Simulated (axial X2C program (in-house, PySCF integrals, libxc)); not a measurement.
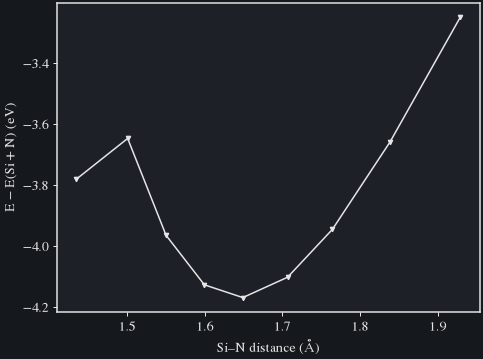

Figure 1. Energy at 9 bond lengths, for one set of occupations held fixed; the line joins the points. The lowest point is at 1.65 Å; the points are too few or too rough near it for spectroscopic constants. The lowest point lies 4.17 eV below Si + N.

**Run report: SiN, relativistic diatomic calculation**

SiN, single determinant with Ω = 1/2 (not the lowest found). Computed at this level: PBE0, two-component X2C with atomic mean-field Coulomb and Gaunt terms, Si dyall-v3z, N dyall-av3z (cores contracted) (axial X2C program (in-house, PySCF integrals, libxc)).

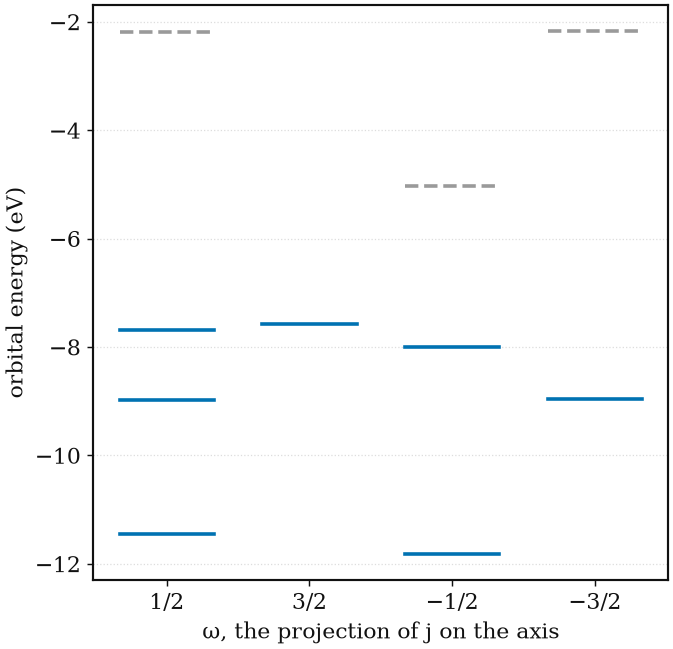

Figure 2. Orbital energies near the frontier at 1.65 Å, filled (solid) and empty (dashed). The highest filled spinor (3/2; 62 % N p, 31 % Si p) lies at −7.57 eV, the lowest empty one (−1/2; 53 % N p, 41 % Si p) at −5.04 eV.

These pictures come from the run below.

Input:
```
{"zs": [14, 7], "q": 0, "bas": ["dyall-v3z", "dyall-av3z"], "levels": ["PBE0", "HF", "B3LYP"], "cc": true, "r0": 1.67, "thr": -2.0, "nmax": 90, "npts": 10, "nst": 2, "ntry": 6}
```

The line is the task of a batch: nuclear charges, charge, bases, the levels to run, a first guess of the distance and further settings. This report covers PBE0 with spin-orbit coupling. The log is that of the reference distance 1.649 Å.

The run was one of a batch that the task file lists, launched with:
```bash
python <driver script> task.json out
```

The program's output:
```
two-component X2C + atomic mean field  PBE0
basis functions 103  fitting functions 589  grid points 4353
iter        total energy     max residual
   1       -343.455734469     1.52e+00
   2       -344.546403471     4.16e-02
   3       -344.494592075     9.64e-02
   4       -344.557487756     8.42e-03
   5       -344.558319104     4.37e-04
   6       -344.558320626     3.38e-04
   7       -344.558321550     4.13e-05
   8       -344.558321649     2.65e-05
   9       -344.558321735     1.40e-05
  10       -344.558321766     1.14e-05
  11       -344.558321782     9.22e-06
  12       -344.558321807     4.53e-06
  13       -344.558321815     8.42e-07
  14       -344.558321815     2.96e-07
converged
one-electron -538.49443037  Coulomb 190.08597109  exact exchange -6.72218937  xc functional -20.83711878  nuclear repulsion 31.44897918  atomic mean-field constant -0.03953356
```

The points of the curve:

```
R (Å)  E (hartree)  dipole (D; origin at the first atom, positive when the second is positive)  highest filled (eV)  lowest empty (eV)
1.435  −344.544035                                                                       −2.37                −8.46              −4.51
1.501  −344.539131                                                                       −2.48                −7.72              −5.49
1.550  −344.550812                                                                       −2.58                −7.72              −5.33
1.599  −344.556785                                                                       −2.68                −7.71              −5.17
1.649  −344.558322                                                                       −2.78                −7.57              −5.04
1.707  −344.555867                                                                       −2.88                −7.33              −4.89
1.764  −344.550101                                                                       −2.97                −7.10              −4.76
1.839  −344.539568                                                                       −3.01                −6.82              −4.63
1.929  −344.524497                                                                       −2.94                −6.55              −4.52
```

Results in brief:

- outcome: converged
- hardware: 1 thread of Arm Neoverse V1, 24 GiB of memory available, shared host
- wall time: 2.9 s

Remarks:

Limits: curve is not smooth near the minimum; 9 of the 10 points asked for were kept.
